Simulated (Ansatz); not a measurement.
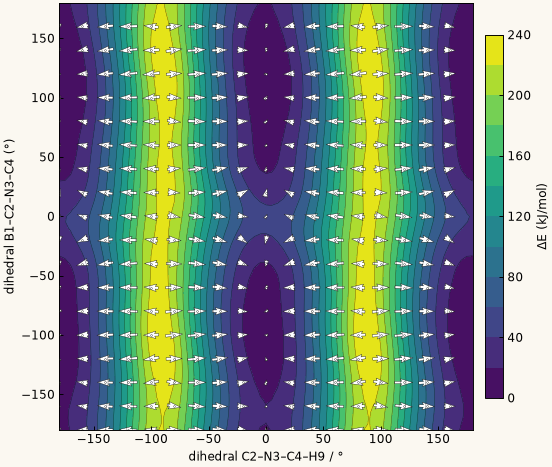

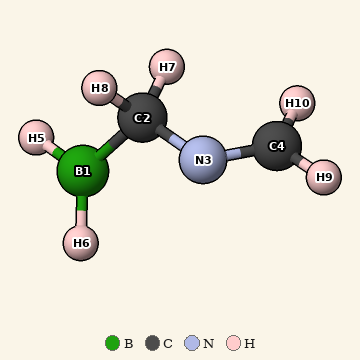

Energy landscape of C₂H₆BN, SMILES BCN=C. Coordinates scanned: (1) dihedral C2–N3–C4–H9; (2) dihedral B1–C2–N3–C4. Nothing is relaxed (all other coordinates rigid). Grid: 18 × 18 points. Points are written as (first, second). All energies are given in kJ/mol relative to the relaxed molecule at the same level. The dihedral twists a double bond; near 90° a spin-restricted reference is unreliable. Method: Ansatz, RKS PBE-D4/def2-TZVP.

Drawn: filled contours, dots at the grid points, arrows along the force (downhill), their lengths compressed. Between grid points the surface is interpolated. The second picture is the structure at the lowest point.

> Describe this landscape.

The lowest grid point is at (−180°, 120°), 0.11 kJ/mol from the relaxed molecule at the same level. Higher local minima lie near (0°, 120°) (2.8 kJ/mol above the lowest at that grid point); (−180°, −100°) (4.7 kJ/mol above the lowest at that grid point); (0°, −100°) (8 kJ/mol above the lowest at that grid point). The highest grid point, (80°, −100°), lies 230 kJ/mol above the lowest. On the interpolated surface the easiest way out of the lowest well to the well at (−180°, −100°) passes a barrier of about 17 kJ/mol. Round the minimum the valley is somewhat tilted: raising dihedral C2–N3–C4–H9 shifts the best value of dihedral B1–C2–N3–C4 downwards (coupling k₁₂/√(k₁₁k₂₂) about 0.2).

The input of one point:

```yaml
crystal:
  periodic: [false, false, false]
  atoms:
    - { symbol: B, position_ang: [-1.501941, 0.70214, -0.36574] }
    - { symbol: C, position_ang: [0.041407, 0.566932, -0.218526] }
    - { symbol: "N", position_ang: [0.514777, -0.217038, 0.901161] }
    - { symbol: C, position_ang: [1.222308, -1.242574, 0.655335] }
    - { symbol: H, position_ang: [-1.925823, 1.254559, -1.346986] }
    - { symbol: H, position_ang: [-2.256613, 0.318185, 0.48461] }
    - { symbol: H, position_ang: [0.528672, 0.311593, -1.187145] }
    - { symbol: H, position_ang: [0.318836, 1.63452, -0.043026] }
    - { symbol: H, position_ang: [1.591412, -1.850926, 1.48985] }
    - { symbol: H, position_ang: [1.494527, -1.566539, -0.369718] }
basis:
  gaussian: { orbitals: def2-TZVP }
hamiltonian:
  xc: pbe
  dispersion: d4
output:
  forces: true
```

The whole map (324 points run) took 41 min on 1 thread of Arm Neoverse N1, with other jobs on the host.
